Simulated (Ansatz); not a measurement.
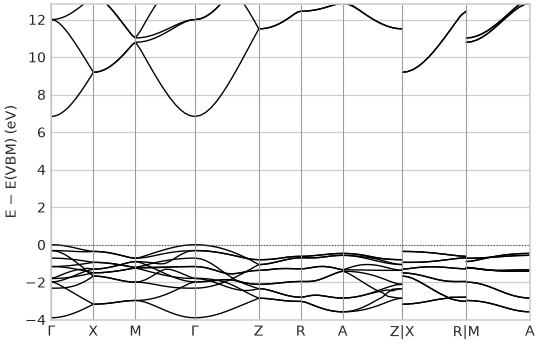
*Band structure from plane-wave PAW PBE (Ansatz code)*

Q: Read off the gap and where the band edges lie.

A: About 6.8 eV (6.84 eV by a search for the band edges); maximum at Γ, minimum at Γ.

The material is MgF2 (rutile, space group No. 136).

Space group P4_2/mnm (rutile). Symmetry was held in the PBE relaxation.

Potentials: the later of the program's two PAW sets.
